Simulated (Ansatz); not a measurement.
# Amorphous C: valence band and core levels, part 2 of 7

How wide do site differences make the core lines of amorphous C?

Ansatz 0.2.0; DFT, PBEsol, plane-wave PAW, scalar-relativistic; PAW set soft_1.

So far: Set-up; Relaxation.

## 3. Dynamics at 3500 K

A short run with the thermostat set to 3500 K, starting from rest and too brief to equilibrate, lets the random network rearrange; the cutoff and mesh are cut down, since only a plausible structure is wanted. It starts from the last accepted geometry of the run before, which hadn't met its force target.

Input file input.yaml:

```yaml
crystal:
  lattice:
    - [6.5121219206, 0.0, 0.0]
    - [0.0, 6.5121219206, 0.0]
    - [0.0, 0.0, 6.5121219206]
  atoms:
    - { symbol: C, position: [0.30846981, 0.3405251, 0.7568616] }
    - { symbol: C, position: [0.20661852, 0.67518868, 0.69224886] }
    - { symbol: C, position: [0.17915328, -0.02661053, 0.26852553] }
    - { symbol: C, position: [0.55450067, 0.45427543, 0.1660144] }
    - { symbol: C, position: [0.34034206, 0.64342146, 0.50791187] }
    - { symbol: C, position: [0.68053947, 1.00721241, 0.78400805] }
    - { symbol: C, position: [0.45249383, 0.10524112, 0.45329357] }
    - { symbol: C, position: [0.299583, 0.92388043, 0.47832643] }
    - { symbol: C, position: [0.72800388, 0.10980108, 0.18159012] }
    - { symbol: C, position: [0.25806596, 0.90373508, 0.70562377] }
    - { symbol: C, position: [0.6718638, 0.56917393, 0.34594177] }
    - { symbol: C, position: [0.53338129, 0.65865782, 0.806636] }
    - { symbol: C, position: [0.98688263, 0.59187482, 0.66943725] }
    - { symbol: C, position: [0.32618016, 0.41495154, 0.20240745] }
    - { symbol: C, position: [0.49982925, 0.89102908, 0.78208087] }
    - { symbol: C, position: [0.10854342, 0.24841473, 0.75695297] }
    - { symbol: C, position: [0.08194149, 0.03320438, 0.75015518] }
    - { symbol: C, position: [0.02077787, 0.51012374, 0.44577759] }
    - { symbol: C, position: [0.57091499, 1.00403802, 0.28024337] }
    - { symbol: C, position: [-0.09131801, 0.35183018, 0.08414984] }
    - { symbol: C, position: [0.88378121, 0.48050559, 0.29502964] }
    - { symbol: C, position: [0.68696549, 0.24887234, 0.800327] }
    - { symbol: C, position: [0.95213696, 0.09605717, 0.14616465] }
    - { symbol: C, position: [0.53640918, 0.66048272, 0.05754284] }
    - { symbol: C, position: [0.89283679, 0.9047498, 0.79037387] }
    - { symbol: C, position: [0.68520968, 0.29252063, 0.0552829] }
    - { symbol: C, position: [0.93433647, 0.38498696, 0.81681594] }
    - { symbol: C, position: [0.27638917, 0.61813385, 0.05740387] }
    - { symbol: C, position: [0.55553828, 0.54463845, 0.56213659] }
    - { symbol: C, position: [0.60928543, 0.78142609, 0.23034934] }
    - { symbol: C, position: [0.50771239, 0.30233402, 0.63580751] }
    - { symbol: C, position: [0.32202177, 0.55584908, 0.84013676] }
    - { symbol: C, position: [1.00099585, 0.91865464, 0.99783513] }
    - { symbol: C, position: [0.23388982, 0.49738319, 0.38872122] }
    - { symbol: C, position: [0.34004508, 0.13602771, 0.24604284] }
    - { symbol: C, position: [0.1490442, 0.80376566, 0.10416835] }
kpoints:
  mp_grid: { grid: [1, 1, 1] }
scf:
  occupations: { method: fermi_dirac, width: 0.1 }
  n_extra_bands: 24
hamiltonian:
  xc: pbesol
  pseudopotentials: { kind: paw, azcp: { folder: soft_1 }, xc_functional: pbe }
output:
  forces: true
basis:
  ecutwfc: 320
md:
  timestep: 1.5
  n_steps: 495
  ensemble: nvt_langevin
  temperature: 3500
  seed: 1
```

On the command line:

```bash
ansatz run input.yaml --threads 8 --pin off --max-ram 23552MiB --backend cpu --events-out ev --progress --plain --runs-dir out
```

Numbers of over 12 decimals in the logs are rounded to 6 here.

Log:

```text
Warning: md: disabling space-group detection — thermal motion breaks the input geometry's symmetry, so no spatial operation reduces the k-mesh or symmetrises the density; time reversal is kept, so that k and −k are solved as one point where they differ and the mesh holds both, and exact exchange and, on two spinor components, a DFT+U term hold to it where the run has them: on two components no moment then forms, and  [...]
[...]
Crystal: 36 atoms, lattice volume = 276.164 Å³
Basis set: ecut = 320 eV, 3695 PW (Γ), exchange–correlation on 80×80×80 points (8 copies of the dense FFT grid, shifted against one another)
Bands: 96, of which v1, the nominal top of the filled ones, is band 72 counted from 1 (71 counted from 0)
Symmetry: 1 space group operations
k-points: 1
[...]
SCF iter   1: F=—  HF=-8853.023541 eV  |F-HF|=—  |Δ(HF+E_count)|=         —  Δρ=1.11e-1  dr2=2.99e1  ethr=3.10e-3  ⟨swp⟩=6.0  Hψ=416  notcnv=0  defer=7
[...]
SCF iter  10: F=-8842.266600 eV  HF=-8842.266600 eV  |F-HF|=4.73e-9  |Δ(HF+E_count)|=   8.24e-8  Δρ=1.25e-6  dr2=5.00e-9  ethr=2.50e-11  ⟨swp⟩=4.0  Hψ=300  notcnv=0
SCF 1 converged in 10 iterations: F = -8842.266600 eV  dr2 = 5.00e-9
[...]
md step     0: t =     0.00 fs  T =     0.0 K  F+E_penalty+E_count = -8842.26660009 eV  E_kin = 0.000000 eV  (10 SCF iters)
[...]
SCF iter   7: F=-8842.279129 eV  HF=-8842.279129 eV  |F-HF|=2.62e-10  |Δ(HF+E_count)|=   2.07e-9  Δρ=2.05e-6  dr2=6.43e-9  ethr=2.50e-11  ⟨swp⟩=4.0  Hψ=301  notcnv=0
SCF 2 converged in 7 iterations: F = -8842.279129 eV  dr2 = 6.43e-9
md step     1: t =     1.50 fs  T =   104.5 K  F+E_penalty+E_count = -8842.27912924 eV  E_kin = 0.486110 eV  (7 SCF iters)
[...]
SCF iter   7: F=-8842.265575 eV  HF=-8842.265575 eV  |F-HF|=1.04e-9  |Δ(HF+E_count)|=   1.96e-9  Δρ=4.80e-6  dr2=3.27e-8  ethr=2.50e-11  ⟨swp⟩=3.0  Hψ=385  notcnv=0
SCF 3 converged in 7 iterations: F = -8842.265575 eV  dr2 = 3.27e-8
[...]
md step     2: t =     3.00 fs  T =   230.7 K  F+E_penalty+E_count = -8842.26557531 eV  E_kin = 1.073506 eV  (7 SCF iters)
[... from here on, the SCF cycles and remarks between the steps are left out ...]
md step     3: t =     4.50 fs  T =   277.8 K  F+E_penalty+E_count = -8842.16388121 eV  E_kin = 1.292814 eV  (8 SCF iters)
md step     4: t =     6.00 fs  T =   283.6 K  F+E_penalty+E_count = -8841.95802027 eV  E_kin = 1.319742 eV  (8 SCF iters)
md step     5: t =     7.50 fs  T =   402.5 K  F+E_penalty+E_count = -8841.65631757 eV  E_kin = 1.873109 eV  (7 SCF iters)
md step     6: t =     9.00 fs  T =   404.9 K  F+E_penalty+E_count = -8841.29782838 eV  E_kin = 1.884064 eV  (7 SCF iters)
md step     7: t =    10.50 fs  T =   430.2 K  F+E_penalty+E_count = -8840.99255700 eV  E_kin = 2.001849 eV  (7 SCF iters)
md step     8: t =    12.00 fs  T =   476.8 K  F+E_penalty+E_count = -8840.75580154 eV  E_kin = 2.218610 eV  (7 SCF iters)
md step     9: t =    13.50 fs  T =   496.0 K  F+E_penalty+E_count = -8840.55722708 eV  E_kin = 2.308298 eV  (8 SCF iters)
md step    10: t =    15.00 fs  T =   515.2 K  F+E_penalty+E_count = -8840.38366910 eV  E_kin = 2.397601 eV  (9 SCF iters)
md step    11: t =    16.50 fs  T =   568.2 K  F+E_penalty+E_count = -8840.20148165 eV  E_kin = 2.643918 eV  (7 SCF iters)
md step    12: t =    18.00 fs  T =   556.4 K  F+E_penalty+E_count = -8839.96577218 eV  E_kin = 2.589144 eV  (7 SCF iters)
md step    13: t =    19.50 fs  T =   563.3 K  F+E_penalty+E_count = -8839.70669014 eV  E_kin = 2.621457 eV  (7 SCF iters)
md step    14: t =    21.00 fs  T =   582.3 K  F+E_penalty+E_count = -8839.46308911 eV  E_kin = 2.709777 eV  (7 SCF iters)
md step    15: t =    22.50 fs  T =   726.0 K  F+E_penalty+E_count = -8839.28961237 eV  E_kin = 3.378366 eV  (8 SCF iters)
md step    16: t =    24.00 fs  T =   712.0 K  F+E_penalty+E_count = -8839.20774283 eV  E_kin = 3.313199 eV  (7 SCF iters)
md step    17: t =    25.50 fs  T =   818.4 K  F+E_penalty+E_count = -8839.20825312 eV  E_kin = 3.808344 eV  (7 SCF iters)
md step    18: t =    27.00 fs  T =   970.6 K  F+E_penalty+E_count = -8839.21714317 eV  E_kin = 4.516669 eV  (8 SCF iters)
md step    19: t =    28.50 fs  T =  1066.1 K  F+E_penalty+E_count = -8839.23879347 eV  E_kin = 4.960836 eV  (8 SCF iters)
md step    20: t =    30.00 fs  T =  1055.5 K  F+E_penalty+E_count = -8839.35086180 eV  E_kin = 4.911402 eV  (10 SCF iters)
md step    21: t =    31.50 fs  T =  1168.4 K  F+E_penalty+E_count = -8839.53487872 eV  E_kin = 5.437093 eV  (7 SCF iters)
md step    22: t =    33.00 fs  T =  1286.4 K  F+E_penalty+E_count = -8839.61069225 eV  E_kin = 5.986218 eV  (8 SCF iters)
md step    23: t =    34.50 fs  T =  1238.2 K  F+E_penalty+E_count = -8839.50152392 eV  E_kin = 5.761764 eV  (8 SCF iters)
md step    24: t =    36.00 fs  T =  1231.3 K  F+E_penalty+E_count = -8839.20260984 eV  E_kin = 5.729699 eV  (8 SCF iters)
md step    25: t =    37.50 fs  T =  1163.3 K  F+E_penalty+E_count = -8838.80956882 eV  E_kin = 5.413264 eV  (8 SCF iters)
md step    26: t =    39.00 fs  T =  1151.0 K  F+E_penalty+E_count = -8838.50444874 eV  E_kin = 5.355888 eV  (8 SCF iters)
md step    27: t =    40.50 fs  T =  1225.2 K  F+E_penalty+E_count = -8838.34421564 eV  E_kin = 5.701459 eV  (8 SCF iters)
md step    28: t =    42.00 fs  T =  1217.5 K  F+E_penalty+E_count = -8838.22603728 eV  E_kin = 5.665662 eV  (7 SCF iters)
md step    29: t =    43.50 fs  T =  1231.5 K  F+E_penalty+E_count = -8838.05709046 eV  E_kin = 5.730403 eV  (7 SCF iters)
md step    30: t =    45.00 fs  T =  1188.3 K  F+E_penalty+E_count = -8837.90737012 eV  E_kin = 5.529781 eV  (9 SCF iters)
md step    31: t =    46.50 fs  T =  1233.6 K  F+E_penalty+E_count = -8837.89834848 eV  E_kin = 5.740189 eV  (7 SCF iters)
md step    32: t =    48.00 fs  T =  1237.7 K  F+E_penalty+E_count = -8838.04191668 eV  E_kin = 5.759305 eV  (7 SCF iters)
md step    33: t =    49.50 fs  T =  1334.5 K  F+E_penalty+E_count = -8838.14973289 eV  E_kin = 6.209797 eV  (7 SCF iters)
md step    34: t =    51.00 fs  T =  1454.9 K  F+E_penalty+E_count = -8838.20204970 eV  E_kin = 6.770327 eV  (7 SCF iters)
md step    35: t =    52.50 fs  T =  1613.7 K  F+E_penalty+E_count = -8838.22921177 eV  E_kin = 7.508942 eV  (7 SCF iters)
md step    36: t =    54.00 fs  T =  1625.7 K  F+E_penalty+E_count = -8838.14139701 eV  E_kin = 7.564779 eV  (8 SCF iters)
md step    37: t =    55.50 fs  T =  1789.8 K  F+E_penalty+E_count = -8837.83192510 eV  E_kin = 8.328424 eV  (8 SCF iters)
md step    38: t =    57.00 fs  T =  1659.5 K  F+E_penalty+E_count = -8837.12153056 eV  E_kin = 7.722318 eV  (8 SCF iters)
md step    39: t =    58.50 fs  T =  1498.0 K  F+E_penalty+E_count = -8836.29487581 eV  E_kin = 6.970690 eV  (8 SCF iters)
[...]
md step    55: t =    82.50 fs  T =  1988.4 K  F+E_penalty+E_count = -8835.71823887 eV  E_kin = 9.252599 eV  (8 SCF iters)
md step    56: t =    84.00 fs  T =  1884.1 K  F+E_penalty+E_count = -8835.54821606 eV  E_kin = 8.767595 eV  (8 SCF iters)
md step    57: t =    85.50 fs  T =  2132.3 K  F+E_penalty+E_count = -8835.66634255 eV  E_kin = 9.922157 eV  (8 SCF iters)
md step    58: t =    87.00 fs  T =  2123.0 K  F+E_penalty+E_count = -8835.93554348 eV  E_kin = 9.878998 eV  (8 SCF iters)
md step    59: t =    88.50 fs  T =  2071.3 K  F+E_penalty+E_count = -8836.24623814 eV  E_kin = 9.638685 eV  (8 SCF iters)
md step    60: t =    90.00 fs  T =  2294.7 K  F+E_penalty+E_count = -8836.53326371 eV  E_kin = 10.678022 eV  (10 SCF iters)
md step    61: t =    91.50 fs  T =  2312.7 K  F+E_penalty+E_count = -8836.64593189 eV  E_kin = 10.761983 eV  (8 SCF iters)
md step    62: t =    93.00 fs  T =  2198.9 K  F+E_penalty+E_count = -8836.45632069 eV  E_kin = 10.232417 eV  (8 SCF iters)
md step    63: t =    94.50 fs  T =  2064.4 K  F+E_penalty+E_count = -8836.09862262 eV  E_kin = 9.606585 eV  (9 SCF iters)
md step    64: t =    96.00 fs  T =  2292.9 K  F+E_penalty+E_count = -8836.14573906 eV  E_kin = 10.669523 eV  (8 SCF iters)
md step    65: t =    97.50 fs  T =  2490.0 K  F+E_penalty+E_count = -8836.84703375 eV  E_kin = 11.587092 eV  (9 SCF iters)
SCF iter   1: F=—  HF=-8838.019253 eV  |F-HF|=—  |Δ(HF+E_count)|=         —  Δρ=2.92e-3  dr2=2.17e-2  ethr=1.07e-4  ⟨swp⟩=4.0  Hψ=292  notcnv=0  defer=7
[...]
SCF iter   9: F=-8838.013382 eV  HF=-8838.013382 eV  |F-HF|=9.88e-9  |Δ(HF+E_count)|=   1.08e-8  Δρ=2.08e-6  dr2=1.40e-8  ethr=2.50e-11  ⟨swp⟩=4.0  Hψ=299  notcnv=0
SCF 67 converged in 9 iterations: F = -8838.013382 eV  dr2 = 1.40e-8
md step    66: t =    99.00 fs  T =  2686.1 K  F+E_penalty+E_count = -8838.01338172 eV  E_kin = 12.499299 eV  (9 SCF iters)
SCF iter   1: F=—  HF=-8839.256998 eV  |F-HF|=—  |Δ(HF+E_count)|=         —  Δρ=3.26e-3  dr2=2.61e-2  ethr=1.51e-4  ⟨swp⟩=4.0  Hψ=262  notcnv=0  defer=7
[...]
SCF iter   8: F=-8839.248205 eV  HF=-8839.248205 eV  |F-HF|=2.50e-8  |Δ(HF+E_count)|=   1.89e-8  Δρ=2.91e-6  dr2=3.20e-8  ethr=2.50e-11  ⟨swp⟩=4.0  Hψ=301  notcnv=0
SCF 68 converged in 8 iterations: F = -8839.248205 eV  dr2 = 3.20e-8
[...]
```

Run time: 3.3 min. Hardware: 8 threads of Arm Neoverse V2, shared host; peak memory 0.33 GiB; 19 min of CPU time.

In the SCF lines HF is the Harris–Foulkes energy and dr2 the Hartree energy of the density residual, in eV; the loop may stop once dr2 is under the threshold and the program's other checks hold. Hψ counts applications of the Hamiltonian.

The trajectory, sampled:

```csv
time (fs),T (K),potential (meV/atom)
0.0,0,0.0
49.5,1334,114.4
99.0,2686,118.1
148.5,2576,270.3
198.0,3387,271.7
247.5,3679,265.6
297.0,4138,246.1
346.5,3474,230.1
396.0,3200,302.2
445.5,3905,103.9
495.0,3860,53.7
544.5,3559,231.8
594.0,3868,253.1
643.5,3407,176.7
693.0,2715,156.4
742.5,2872,251.2
```

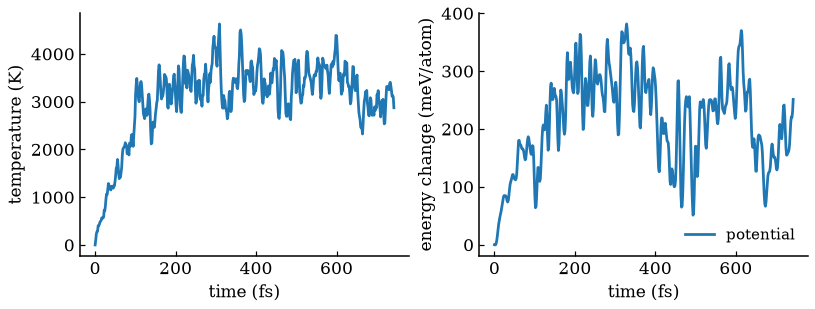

Temperature and energies against time.

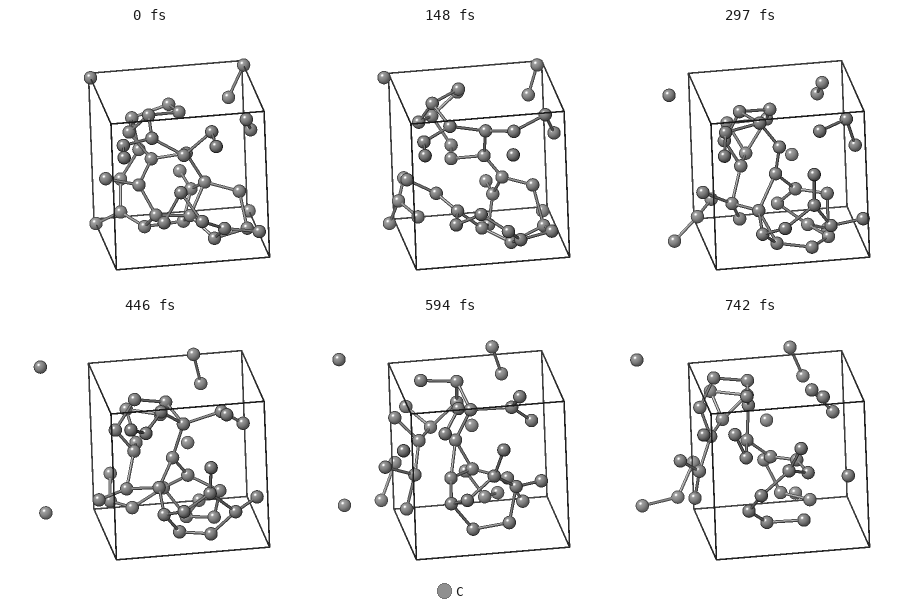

6 frames of the run. Bonds to atoms that aren't drawn are left out.

Mean square displacement at the end: C 1.2 Å².

Positions (Å) and forces (eV/Å) at 742.5 fs:

```xyz
36
Lattice="6.512 0.000 0.000 0.000 6.512 0.000 0.000 0.000 6.512" Properties=species:S:1:pos:R:3:forces:R:3 pbc="T T T"
C     1.941    2.941    6.105   -0.416   -5.080   -1.094
C     0.218    5.050    5.032   -8.816   -1.321    0.897
C     0.242    1.456    1.559   -4.526   -0.374   -0.532
C     2.471    2.020    0.757    1.487    0.981   -3.087
C     0.637    5.125    3.674    5.982   -0.482   -2.245
C     3.833    7.008    4.463   -6.372   -1.416   -2.137
C     2.041    0.265    2.594    4.076    0.697    1.388
C     1.327    6.348    3.952    4.585    1.309   -9.591
C     4.310    2.131    2.779    0.049   -4.262   -4.572
C     0.987    7.260    4.922   -0.917    2.050    1.618
C     3.037    4.316    2.844   -5.985    8.950    1.206
C     2.298    5.214    5.994    1.898    5.853    2.931
C     5.715    4.084    4.697   -4.526   -2.072    4.950
C     1.760    2.500    3.535   -2.036    1.529    0.888
C     2.416    6.353    4.937    1.233    0.318    4.258
C     1.270    2.142    4.736    0.438   -3.010    2.181
C    -0.306    0.209    5.528    6.143   -1.075   -0.921
C    -0.882    3.648    3.228   -0.758    0.476   -1.019
C     3.362    7.576    3.312    2.293    1.747   -0.788
C    -1.864    4.412    0.751    3.776   -1.056   -3.187
C     4.040    3.564    2.875   10.788   -6.059   -2.580
C     5.046    1.948    6.157   -3.362    4.137    3.239
C     6.009    2.116    2.502   -4.252    0.351    1.948
C     3.549    5.370    0.828   -0.315    3.468   -1.144
C     4.936    7.294    5.249   -4.518   -0.588    0.506
C     3.989    1.610    0.870   -2.832    1.488   -3.186
C     4.803    3.663    5.898    3.277   -2.280   -1.546
C    -0.147    4.943    1.050   -0.466   -2.757   -1.413
C     2.020    3.989    3.780   -1.222   -1.187    1.077
C     2.923    5.617    2.259    0.568   -2.405   -4.816
C     2.143    4.035    5.318    3.679   -2.899   -0.714
C     0.832    4.924    6.337   -0.349    0.358    2.827
C     4.368    6.800    6.748    1.645    0.126    4.229
C     0.026    4.540    2.375   -0.585    2.586    4.629
C     1.635    1.319    1.575    0.610    0.724    1.658
C    -0.565    7.255    0.327   -0.274    1.178    4.140
```

The pair distribution g(r), C–C has structure finer than the step of the table below, so its rows give means over 0.25 Å, whole bins alone (the curve runs from 0.0285 to 4.53 Å). Peaks (Å: height): 1.453: 2.89, 2.593: 1.68, 3.618: 1.43.

From the last frames. Pair distribution g(r), C–C against r; means over each step:

```csv
r (Å),"pair distribution g(r), C–C"
1.00,0
1.25,0.587
1.50,2.23
1.75,0.733
2.00,0.246
2.25,0.623
2.50,1.32
2.75,1.22
3.00,0.968
3.25,0.799
3.50,1.10
3.75,1.14
4.00,1.03
4.25,0.952
```

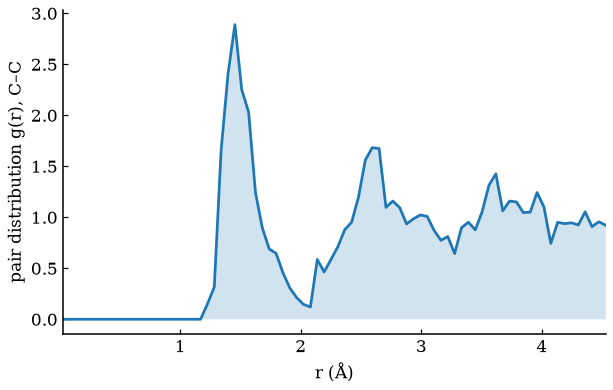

Pair distribution g(r), C–C against r.

Beyond half the shortest lattice vector, 3.3 Å, g(r) counts periodic images.

This step gave:

```yaml
free_energy: -8833.2236 eV
energy_at_zero_smearing: -8833.1925 eV
smearing_term_ts: 0.06220 eV
fermi_energy: 8.856 eV
gap_by_band_count: 0.6808 eV
symmetry_operations: 1
```

(Part 2 of 7 ends here.)

[Logs are printed without paths, hosts, clocks, repeated set-up lines and the standing remarks that a program may print on its own settings, such as how far it seeks lower states.]

[Hosts, paths, dates, database ids (printed as entryN), source tags and the programs' standing remarks are cut or masked in the printed files.]

[Maps of the electrostatic potential energy from Ansatz leave out the sawtooth potential of an applied field or a dipole correction, so their vacuum need not be flat; work functions include it.]
